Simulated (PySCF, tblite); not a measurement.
# C4H3BF2O: excited states, first hyperpolarisability

Wanted: excited states, first hyperpolarisability for C4H3BF2O (`FB(F)c1ccco1`).

Computed with tblite 0.8.0 and PySCF 2.14.0 and routines of our own; the level stands in each step. Atoms count from 0.

### 1 The system as given

11 atoms, charge 0, multiplicity 1; geometry from: force field or distance geometry start.

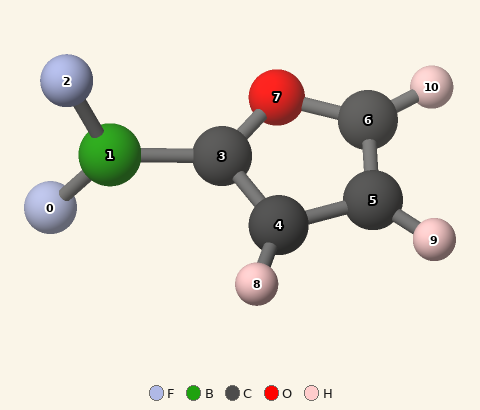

The starting geometry (fluorine light blue, boron green, carbon dark grey, oxygen red, hydrogen pink).

### 2 Geometry optimisation with GFN2-xTB

The job: settings as JSON, then the geometry in Å.

```
{"job": {"kind": "relax", "xc": "GFN2-xTB", "basis": "xTB"}, "charge": 0, "multiplicity": 1}
F      2.739200     0.319800     1.447400
B      2.100100     0.051200     0.144300
F      2.898800     0.063200    -1.072000
C      0.547600     0.157700    -0.004400
C     -0.297100    -0.929100     0.202500
C     -1.579900    -0.411500    -0.034300
C     -1.439500     0.931300    -0.346100
O     -0.160300     1.216400    -0.303900
H     -0.043800    -1.954600     0.462000
H     -2.464900    -1.000000     0.042800
H     -2.294700     1.558200    -0.564200
```

The run is started by

```sh
$ OMP_NUM_THREADS=1 python excited_run.py task.json out
```

One launch serves the whole session: the jobs run in the order shown.

The program printed:

```text
step      E/eV     max force
  0    -677.35555    4.006
  1    -678.00005    2.909
  2    -678.22966    3.033
  3    -678.33825    0.986
  4    -678.39549    0.502
  5    -678.43241    0.438
  6    -678.44015    0.254
  7    -678.44679    0.202
  8    -678.44958    0.158
  9    -678.45161    0.130
 10    -678.45247    0.082
 11    -678.45291    0.073
 12    -678.45329    0.062
 13    -678.45380    0.066
 14    -678.45439    0.096
 15    -678.45501    0.093
 16    -678.45590    0.087
 17    -678.45774    0.135
 18    -678.46134    0.223
 19    -678.46635    0.366
 20    -678.47606    0.403
 21    -678.48998    0.314
 22    -678.49463    0.776
 23    -678.50946    0.450
 24    -678.52559    0.357
 25    -678.55501    0.783
 26    -678.58872    0.545
 27    -678.60758    0.610
 28    -678.62699    0.423
 29    -678.63899    0.522
 30    -678.65251    0.468
 31    -678.66823    0.520
 32    -678.67839    0.461
 33    -678.69166    0.557
 34    -678.70597    0.247
 35    -678.71399    0.248
 36    -678.71961    0.197
 37    -678.72358    0.169
 38    -678.72557    0.150
 39    -678.72750    0.125
 40    -678.72954    0.161
 41    -678.73152    0.172
 42    -678.73352    0.100
 43    -678.73510    0.095
 44    -678.73626    0.115
 45    -678.73754    0.103
 46    -678.73846    0.096
 47    -678.73920    0.068
 48    -678.73982    0.095
 49    -678.74024    0.061
 50    -678.74058    0.062
 51    -678.74091    0.045
 52    -678.74122    0.057
 53    -678.74141    0.056
 54    -678.74152    0.045
 55    -678.74164    0.033
 56    -678.74184    0.039
 57    -678.74209    0.041
 58    -678.74233    0.045
 59    -678.74245    0.032
 60    -678.74250    0.023
 61    -678.74254    0.022
 62    -678.74257    0.020
 63    -678.74259    0.011
 64    -678.74260    0.006
```

It took 0.23 s on 1 thread of Arm Neoverse V2, shared host.

The steps of the relaxation: (not every step is listed)

```
step  energy from step 0 (eV)  largest force (eV/Å)
   0                   0.0000                4.0058
   1                  -0.6445                2.9091
   2                  -0.8741                3.0329
   3                  -0.9827                0.9862
   4                  -1.0399                0.5016
   5                  -1.0769                0.4381
   6                  -1.0846                0.2535
   7                  -1.0912                0.2019
   8                  -1.0940                0.1578
  13                  -1.0983                0.0662
  18                  -1.1058                0.2231
  23                  -1.1539                0.4503
  28                  -1.2714                0.4231
  33                  -1.3361                0.5571
  38                  -1.3700                0.1504
  43                  -1.3795                0.0948
  48                  -1.3843                0.0945
  53                  -1.3859                0.0559
  58                  -1.3868                0.0448
  59                  -1.3869                0.0321
  60                  -1.3869                0.0228
  61                  -1.3870                0.0216
  62                  -1.3870                0.0200
  63                  -1.3870                0.0107
  64                  -1.3871                0.0058
```

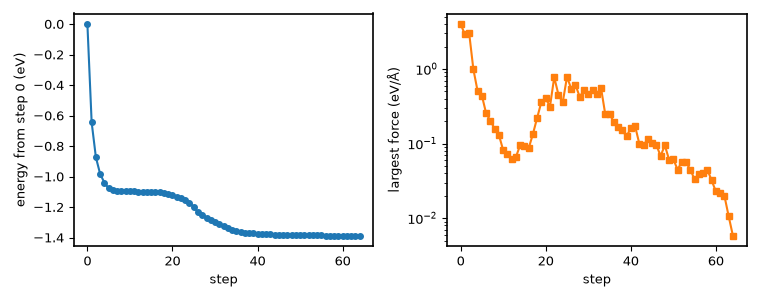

Energy and force, step by step.

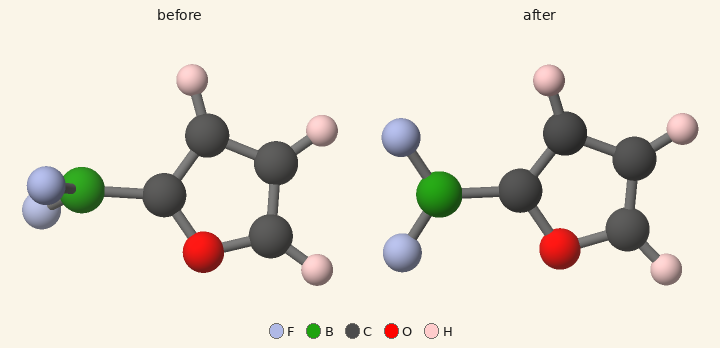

Before and after, at one scale.

Distances of close pairs at the start and the end, largest changes first:

```
  bond  before (Å)  after (Å)  change (Å)
 F0–B1       1.476      1.322      -0.154
 B1–F2       1.455      1.318      -0.137
 C3–O7       1.308      1.361      +0.052
 B1–C3       1.563      1.534      -0.029
 C5–C6       1.386      1.367      -0.018
 C6–O7       1.311      1.329      +0.018
 C4–H8       1.088      1.071      -0.017
C6–H10       1.083      1.073      -0.010
```

The next job starts from the end point, and lists it.

### 3 Vibrational analysis with GFN2-xTB

The job: settings as JSON, then the geometry in Å.

```
{"job": {"kind": "ir", "xc": "GFN2-xTB", "basis": "xTB"}, "charge": 0, "multiplicity": 1}
F      2.774509    -0.807768     0.676527
B      2.091066     0.167667     0.102878
F      2.827864     1.161893    -0.349896
C      0.562029     0.110094    -0.007798
C     -0.322431    -0.862850     0.420431
C     -1.611713    -0.426359     0.072434
C     -1.435244     0.781039    -0.544449
O     -0.148649     1.109575    -0.596985
H     -0.054229    -1.770487     0.921378
H     -2.539192    -0.930332     0.250270
H     -2.138586     1.470198    -0.970752
```

The program printed:

```text
mode    cm-1     km/mol
  1      75.5      0.10
  2     117.7      0.32
  3     144.8      0.54
  4     330.2      8.57
  5     401.1      4.37
  6     505.9     85.52
  7     583.4     15.59
  8     589.3     10.60
  9     652.9     12.73
 10     793.3     12.87
 11     833.8      6.93
 12     860.8      0.02
 13     861.4      3.23
 14     899.0     25.49
 15    1039.2     22.57
 16    1074.1     29.03
 17    1115.2     52.72
 18    1156.6     69.20
 19    1227.9      6.73
 20    1270.3    333.80
 21    1310.6    417.49
 22    1380.4     21.47
 23    1417.2    260.35
 24    1539.1     95.14
 25    3161.6      1.26
 26    3184.2      5.68
 27    3194.0      7.97
```

Wall time 0.19 s (1 thread of Arm Neoverse V2, shared host).

The strongest bands and the atoms that carry them (share of the mass-weighted mode):

```
cm⁻¹  km/mol                                atoms
 506    85.5                              B1 72 %
1074    29.0           H9 46 %, H10 15 %, C3 12 %
1115    52.7  H8 24 %, H10 21 %, O7 15 %, C6 14 %
1157    69.2           H10 34 %, O7 20 %, B1 11 %
1270   333.8            B1 72 %, F0 15 %, F2 10 %
1311   417.5            B1 39 %, C3 24 %, C4 16 %
1417   260.4            C3 35 %, C6 26 %, C5 16 %
1539    95.1   C3 24 %, C6 23 %, C4 23 %, C5 21 %
```

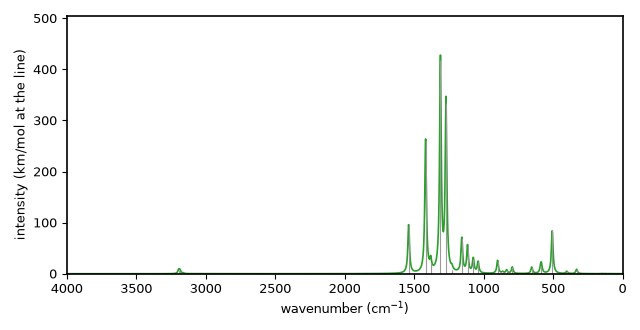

The infrared spectrum from these modes, unscaled. Lines are broadened to a width of 14 cm⁻¹ (Lorentzian).

### 4 Excited states: TDA wB97X-D/aug-cc-pVDZ

Settings changed since step 3:

```diff
@@ -1,2 +1,2 @@
-{"job": {"kind": "ir", "xc": "GFN2-xTB", "basis": "xTB"}, "charge": 0, "multiplicity": 1}
+{"job": {"kind": "states", "xc": "wB97X-D", "basis": "aug-cc-pVDZ", "tda": true, "soc": true, "nstates": 8, "ntriplets": 4, "nquad": 4}, "charge": 0, "multiplicity": 1}
 F      2.774509    -0.807768     0.676527
```

With the program's defaults for keys left out, this is: TDA wB97X-D/aug-cc-pVDZ excited states, vertical, gas phase, spin-orbit mean-field couplings.

The program printed:

```text
coarse grid: 10552 points
cycle   1  E = -453.8975761307  dE =  1.764e+00  |g| = 7.200e-01  |ddm| = 1.160e+01
cycle   2  E = -453.9002886418  dE = -2.713e-03  |g| = 7.985e-01  |ddm| = 2.801e+00
cycle   3  E = -453.9993796633  dE = -9.909e-02  |g| = 5.713e-02  |ddm| = 1.271e+00
cycle   4  E = -453.9998871602  dE = -5.075e-04  |g| = 3.767e-02  |ddm| = 2.435e-01
cycle   5  E = -454.0001806877  dE = -2.935e-04  |g| = 1.166e-02  |ddm| = 1.048e-01
cycle   6  E = -454.0002098729  dE = -2.919e-05  |g| = 2.813e-03  |ddm| = 2.472e-02
cycle   7  E = -454.0002115725  dE = -1.700e-06  |g| = 6.881e-04  |ddm| = 7.649e-03
final grid: 106576 points
cycle   8  E = -454.0041109668  dE = -1.178e-04  |g| = 5.407e-03  |ddm| = 3.921e-01
cycle   9  E = -454.0041135309  dE = -2.564e-06  |g| = 5.300e-03  |ddm| = 4.922e-02
cycle  10  E = -454.0041182921  dE = -4.761e-06  |g| = 5.472e-04  |ddm| = 1.126e-02
cycle  11  E = -454.0041183599  dE = -6.779e-08  |g| = 3.417e-04  |ddm| = 5.320e-03
cycle  12  E = -454.0041183869  dE = -2.704e-08  |g| = 6.249e-05  |ddm| = 1.118e-03
cycle  13  E = -454.0041183879  dE = -1.008e-09  |g| = 3.061e-05  |ddm| = 2.842e-04
cycle  14  E = -454.0041183881  dE = -2.269e-10  |g| = 9.370e-06  |ddm| = 1.038e-04
converged SCF energy = -454.0041183881

Singlet excitations
state   eV       nm        f     d(h-e)  d(exc)  Lambda  PR(NTO)  |dmu|/D   mu/D   main configurations
  1   5.7699   214.9   0.43812   0.829   2.784   0.734   1.108    2.156    5.114   H->L 0.92
  2   6.5166   190.3   0.00084   0.894   4.224   0.182   1.024    4.328    1.572   H->L+1 0.77
  3   6.6179   187.3   0.03074   0.362   2.778   0.636   1.638    0.938    3.792   H-1->L 0.70, H->L+8 0.23
  4   7.1436   173.6   0.03827   1.031   4.605   0.141   1.114    5.056    2.296   H->L+2 0.49, H->L+3 0.20
  5   7.2943   170.0   0.00274   1.263   4.874   0.141   1.031                     H->L+2 0.41, H->L+3 0.33
  6   7.5482   164.3   0.01835   0.938   4.443   0.251   1.090                     H->L+4 0.76, H->L+9 0.13
  7   7.7402   160.2   0.00720   0.245   2.815   0.516   1.245                     H-2->L 0.86
  8   7.7745   159.5   0.00392   0.822   4.633   0.197   1.558                     H->L+5 0.33, H->L+3 0.16

Triplet excitations (Tamm-Dancoff)
state   eV     d(h-e)  d(exc)  Lambda  PR(NTO)   main configurations
  1   3.5949   0.284   2.458   0.735   1.045   H->L 0.92
  2   5.1152   0.567   2.408   0.625   1.325   H-1->L 0.80, H->L+8 0.13
  3   6.0247   0.486   2.613   0.665   1.293   H->L+8 0.69, H-1->L 0.14
  4   6.4856   1.040   4.273   0.181   1.025   H->L+1 0.79
S1 - T1 = 2.1750 eV

Spin-orbit couplings |<S|Hso|T>| (cm-1)
             T1       T2       T3       T4
S0        0.028    0.022    0.025    2.875
S1        0.013    0.035    0.075    1.145
S2        1.193    0.574    0.694    0.019
S3        0.060    0.008    0.010    0.524
S4        1.483    1.246    1.197    0.062
S5        3.361    1.371    1.624    0.216
S6        0.011    0.009    0.026    0.378
S7        6.978   11.522    8.039    0.077
S8        3.504    5.022    1.922    0.367
T1 sublevels (cm-1): 0.000 0.001 0.002   radiative rates (1/s): 0.0474 0.00864 1.16e-05
```

It took 35 s on 1 thread of Arm Neoverse V2, shared host; peak memory 0.84 GiB.

From this job:

```
  quantity    value
S1 less T1  2.17 eV
```

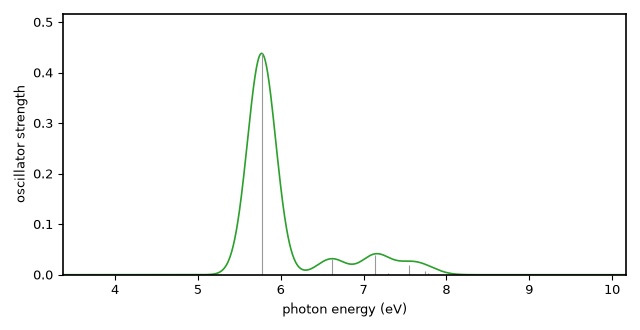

Absorption lines of the singlets. Lines are broadened to a width of 0.40 eV (Gaussian).

### 5 Excited states: TDDFT CAM-B3LYP/aug-cc-pVDZ

Settings changed since step 4:

```diff
@@ -1,2 +1,2 @@
-{"job": {"kind": "states", "xc": "wB97X-D", "basis": "aug-cc-pVDZ", "tda": true, "soc": true, "nstates": 8, "ntriplets": 4, "nquad": 4}, "charge": 0, "multiplicity": 1}
+{"job": {"kind": "states", "xc": "CAM-B3LYP", "basis": "aug-cc-pVDZ", "tpa": true, "nstates": 6, "nquad": 5, "ntriplets": 0}, "charge": 0, "multiplicity": 1}
 F      2.774509    -0.807768     0.676527
```

With the program's defaults for keys left out, this is: TDDFT CAM-B3LYP/aug-cc-pVDZ excited states, vertical, gas phase, two-photon moments by quadratic response.

The program printed:

```text
coarse grid: 10552 points
cycle   1  E = -453.8749780311  dE =  1.706e+00  |g| = 7.139e-01  |ddm| = 1.304e+01
cycle   2  E = -453.8505483656  dE =  2.443e-02  |g| = 8.823e-01  |ddm| = 2.954e+00
cycle   3  E = -453.9724339028  dE = -1.219e-01  |g| = 5.765e-02  |ddm| = 1.454e+00
cycle   4  E = -453.9728203609  dE = -3.865e-04  |g| = 4.081e-02  |ddm| = 2.363e-01
cycle   5  E = -453.9731695459  dE = -3.492e-04  |g| = 1.187e-02  |ddm| = 1.136e-01
cycle   6  E = -453.9731978128  dE = -2.827e-05  |g| = 3.357e-03  |ddm| = 2.701e-02
cycle   7  E = -453.9732001052  dE = -2.292e-06  |g| = 5.867e-04  |ddm| = 7.948e-03
final grid: 106576 points
cycle   8  E = -453.9805854673  dE = -3.893e-05  |g| = 3.325e-03  |ddm| = 1.786e-01
cycle   9  E = -453.9805862512  dE = -7.839e-07  |g| = 3.004e-03  |ddm| = 2.077e-02
cycle  10  E = -453.9805882447  dE = -1.993e-06  |g| = 3.333e-04  |ddm| = 8.802e-03
cycle  11  E = -453.9805882548  dE = -1.005e-08  |g| = 2.733e-04  |ddm| = 1.249e-03
cycle  12  E = -453.9805882710  dE = -1.624e-08  |g| = 4.985e-05  |ddm| = 5.417e-04
cycle  13  E = -453.9805882715  dE = -4.824e-10  |g| = 1.866e-05  |ddm| = 1.392e-04
converged SCF energy = -453.9805882715

Singlet excitations
state   eV       nm        f     d(h-e)  d(exc)  Lambda  PR(NTO)  |dmu|/D   mu/D   delta(TPA)   sigma/GM   main configurations
  1   5.4225   228.6   0.32021   0.727   2.752   0.727   1.151    1.985    4.988      122.27      1.317   H->L 0.97
  2   6.3208   196.2   0.00075   0.802   4.194   0.223   1.019    3.842    1.060      149.91      2.194   H->L+1 0.87
  3   6.4553   192.1   0.02173   0.494   2.787   0.624   1.576    1.462    4.466      129.98      1.984   H-1->L 0.80, H->L+8 0.16
  4   6.9255   179.0   0.03493   0.846   4.531   0.170   1.084    4.218    1.634        6.75      0.119   H->L+2 0.65, H->L+3 0.16
  5   7.0908   174.9   0.00099   1.135   4.756   0.174   1.018    5.240    2.349       30.65      0.565   H->L+3 0.61, H->L+2 0.25
  6   7.3826   167.9   0.02598   0.839   4.376   0.286   1.070                                            H->L+4 0.81, H->L+9 0.09
```

It took 41 s on 1 thread of Arm Neoverse V2, shared host; peak memory 0.87 GiB.

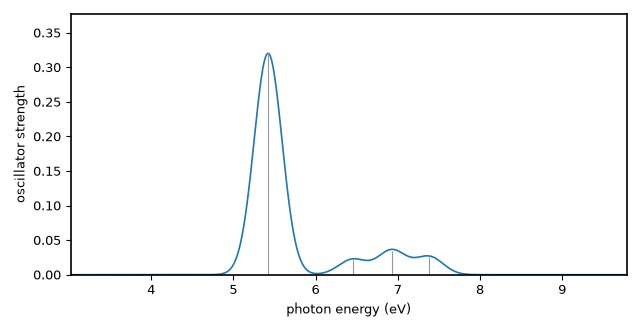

Absorption lines of the singlets. Lines are broadened to a width of 0.40 eV (Gaussian).

[end of part 1 of 2]
